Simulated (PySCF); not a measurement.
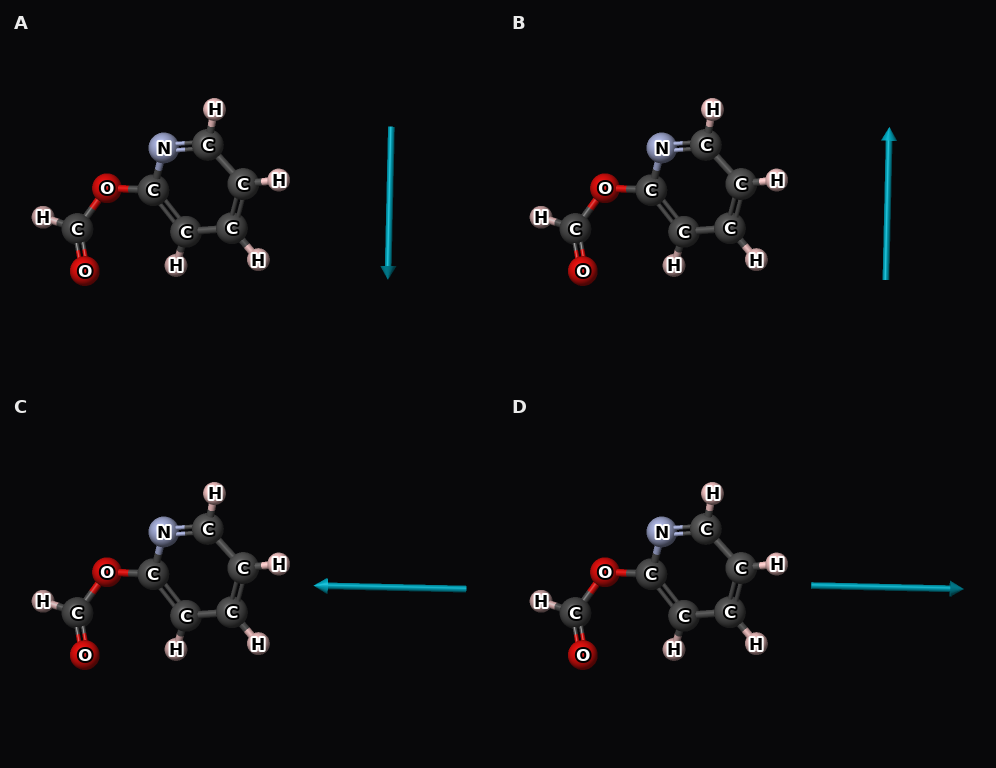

The same molecule four times, each with an arrow. The computed structure is the end point of a GFN2-xTB optimisation. No frequency run is at hand to confirm it as a minimum. Method: PBE0/pcSseg-1, gas phase (PySCF 2.14.0).

Question: Which arrow points along the dipole moment, from the negative to the positive end?

Answer: D. The dipole moment is 2.12 D.
